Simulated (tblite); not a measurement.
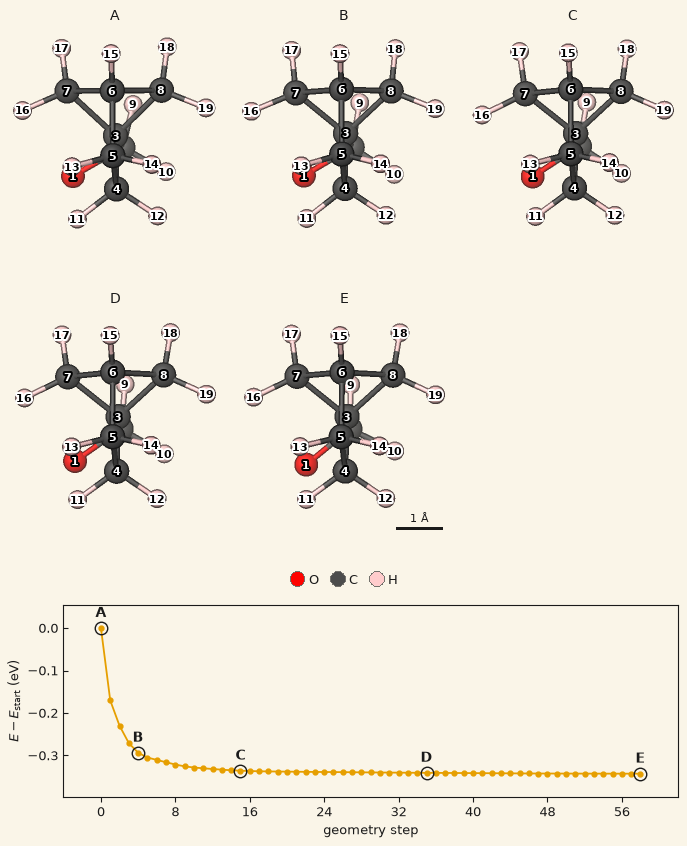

Frames of a relaxation of C$_{7}$H$_{11}$O (multiplicity 2), marked on the history of the run. Style: ball-and-stick. Shown from a free direction.

These are results of GFN2-xTB geometry optimisation, gas phase in tblite, not measurements. 

### Describe the path.

Over 58 geometry steps the energy falls by 0.343 eV. The atom that moves furthest after the best rigid fit is an H atom (0.27 Å). Largest moves by element: H 0.27 Å, O 0.16 Å, C 0.09 Å. Among the contacts that change: C–C 1.579 → 1.532 Å, C–C 1.522 → 1.569 Å, C–O 1.339 → 1.305 Å, C–C 1.564 → 1.538 Å. Among the angles between lasting bonds that change: H–C–H 101.5° → 109.5°, O–C–H 117.3° → 111.9°, C–C–C 83.2° → 88.0°. From step 0 to 4: an H atom moves most (0.07 Å), energy −0.294 eV. From step 4 to 15: an H atom moves most (0.09 Å), energy −0.042 eV. From step 15 to 35: an H atom moves most (0.09 Å), energy −0.005 eV. From step 35 to 58: the O atom moves most (0.09 Å), energy −0.002 eV.

```tsv
step	E − E(0), eV
0	0.0000
1	-0.1704
2	-0.2300
3	-0.2709
4	-0.2936
5	-0.3048
6	-0.3104
7	-0.3159
8	-0.3213
9	-0.3256
10	-0.3283
13	-0.3334
15	-0.3358
18	-0.3375
20	-0.3380
23	-0.3387
25	-0.3391
28	-0.3397
30	-0.3401
33	-0.3406
35	-0.3409
38	-0.3412
40	-0.3415
43	-0.3419
45	-0.3422
48	-0.3425
50	-0.3426
53	-0.3427
55	-0.3428
58	-0.3428
```
